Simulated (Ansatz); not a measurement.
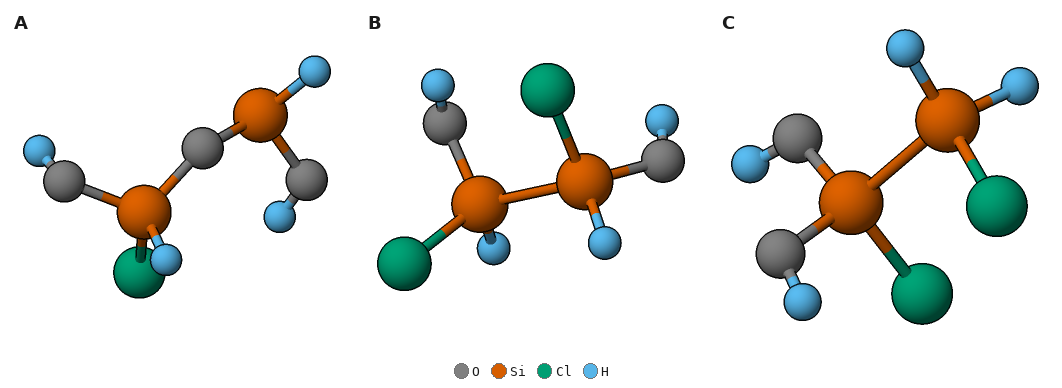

```sh
ansatz run in.yaml --threads 2 --pin off --events-out ev --progress --plain --max-ram 22528MiB --backend cuda --devices 0, --max-vram 18GiB
```

```yaml
crystal:
  periodic: [false, false, false]
  atoms:
    - {symbol: O, position_ang: [0.179865, -2.423737, -0.638538]}
    - {symbol: Si, position_ang: [1.228476, -1.167522, -0.757349]}
    - {symbol: O, position_ang: [0.771773, 0.096441, 0.202494]}
    - {symbol: Si, position_ang: [-0.508956, 0.965915, 0.672757]}
    - {symbol: O, position_ang: [-0.336253, 2.547947, 0.366102]}
    - {symbol: Cl, position_ang: [-2.150941, 0.227069, -0.345972]}
    - {symbol: H, position_ang: [-0.741178, -2.252235, -0.850139]}
    - {symbol: H, position_ang: [2.523331, -1.675969, -0.225987]}
    - {symbol: H, position_ang: [-0.748304, 0.835519, 2.113747]}
    - {symbol: H, position_ang: [-0.217813, 2.846572, -0.537105]}
basis:
  gaussian: {orbitals: def2-TZVPP}
magnetization: {spin_polarized: true, initial_magnetization: 1}
hamiltonian: {xc: {name: wB97M-V}}
output: {forces: true, orbitals: {seedname: orbitals}}
```

> Which picture belongs to the input above?

A. The file holds ClH4O3Si2, `O[SiH]O[Si@@H](O)Cl`.
